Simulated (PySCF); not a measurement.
# C$_{3}$H$_{6}$ClOSi$_{2}$ (doublet): what the fields show

Input

```
{"job": {"kind": "epr", "basis": "pcH-1"}, "charge": 0, "multiplicity": 2}
C     -2.056024     1.597734    -0.416678
C     -1.812144     0.425786    -0.387715
C     -1.478632    -0.973513    -0.352653
Si     0.183282    -1.335780    -1.263926
Cl     0.882642    -3.151853    -0.648329
O      1.259854    -0.217023    -0.822952
Si     2.086686     0.784938     0.161275
H     -2.295491     2.618333    -0.438632
H     -1.361649    -1.285602     0.690447
H     -2.291569    -1.556203    -0.787669
H      2.394639     1.928018    -0.688521
H      1.215100     1.121814     1.285310
H      3.268918     0.043837     0.594845
```

Command:

```sh
OMP_NUM_THREADS=1 python probes_run.py task.json out
```

Geometry: GFN2-xTB.

Level of theory: UKS B3LYP, pcH-1 on C Cl H O Si, non-relativistic, mean-field spin-orbit, GIAO in PySCF 2.14.0, density-fitted response routines.

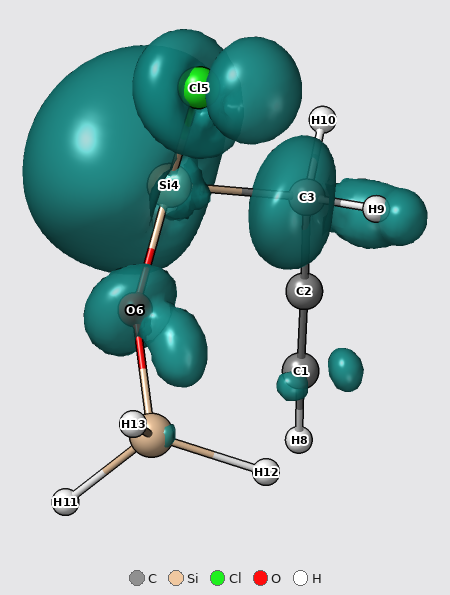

Figure 1. Isosurfaces of the spin density (α minus β) at +0.015 (teal) and −0.015 e/Å³ (pink), seen at an oblique angle.

> Where is the unpaired spin?

The unpaired spin (1 electron) lies mostly on Si4 (about 0.7), Cl5 (about 0.1) and C3 (about 0.1), in electrons by Hirshfeld's partition.

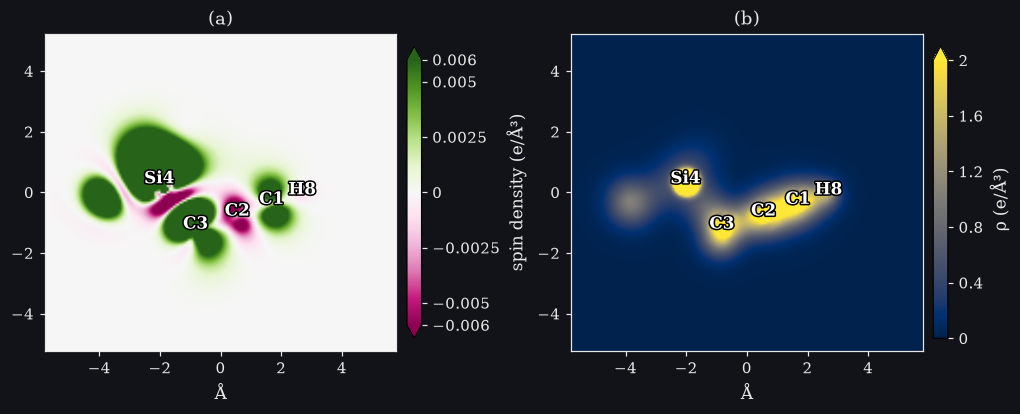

Figure 2. (a) spin density (α minus β); (b) electron density on the plane of atoms C2, C3 and Si4.

> What do the fields say about this system?

- The section cuts through C, Si and H sites.
- C–C (1.20 Å): ρ is about 2.3 e/Å³ halfway.
- C–Si (1.93 Å): ρ at the midpoint is about 0.73 e/Å³.
- C–H (1.05 Å): the density is about 1.7 e/Å³ at the midpoint.

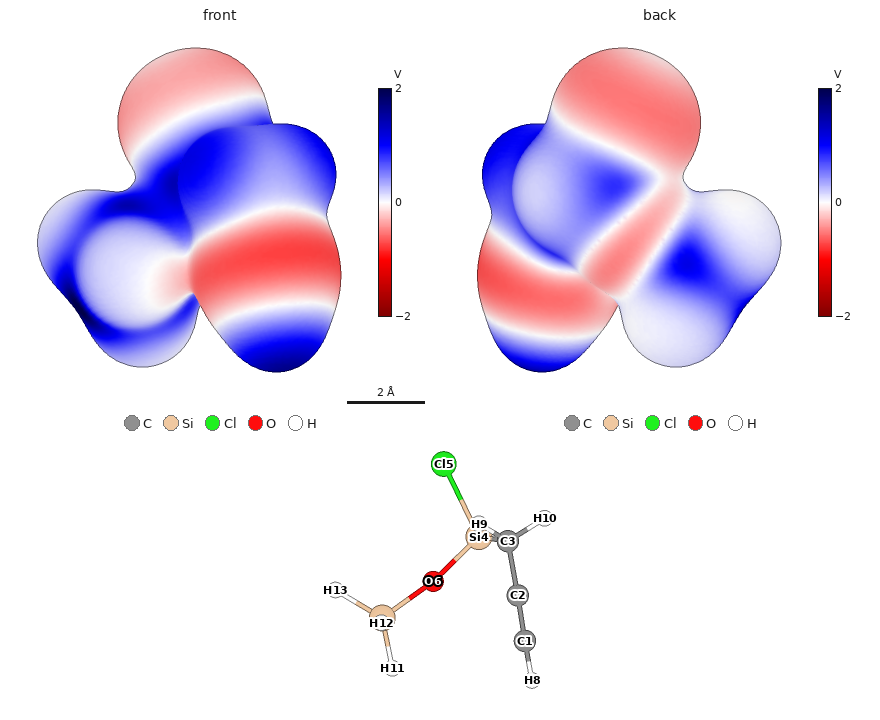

Figure 3. The molecular electrostatic potential painted on the density surface at 0.002 e/bohr³, seen from the front and from behind; the colour scale runs from red (negative) to blue (positive). The bare structure is drawn below in the same view.

> Which sites attract a positive test charge, and which a negative one?

A positive charge is drawn to the negative regions and a negative charge to the positive ones. The most negative region (about −0.7 V) lies over C1 and C2, the most positive (about +1.9 V) over Si7.
